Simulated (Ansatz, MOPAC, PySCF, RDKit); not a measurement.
HF (SMILES F) and C2H4 (SMILES C=C) are pulled apart as rigid monomers along the line of their centres of mass, from the B3LYP-D3(BJ)/def2-TZVP minimum. Starting geometry (charge 0, multiplicity 1):
```xyz
8

F     -0.2339     0.8565     0.5851
H     -0.1684     0.5554     1.4687
C     -0.5436     0.2478     3.6421
C      0.4985    -0.5061     3.3093
H     -0.4209     1.2675     3.9868
H     -1.5579    -0.1292     3.5911
H      0.3765    -1.5288     2.9734
H      1.5135    -0.1320     3.3691
```

Interaction energies with rigid monomers; basis-set methods are counterpoise corrected unless marked otherwise.

Rows in 6-31G* carry no dispersion term and start afresh at each structure (6-31G* with six Cartesian d functions). MP2/6-31G* freezes PySCF's default core. The state that PM3 reach isn't checked.

The values were computed with Ansatz (Gaussian basis) for Hartree–Fock, density functionals and correlated methods; MOPAC for PM3 (differences of heats of formation); PySCF for 6-31G* rows, the dispersion terms; RDKit for the force fields. Each number belongs to the level named beside it.

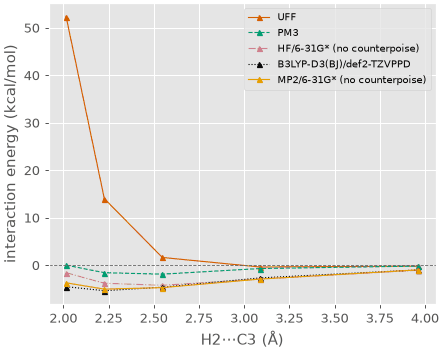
*Interaction energy against separation*

Question: Which level binds most strongly at H2···C3 = 2.23, and by how much?

Answer: B3LYP-D3(BJ)/def2-TZVPPD, -5.4 kcal/mol.

Ansatz is a program for electronic structure.
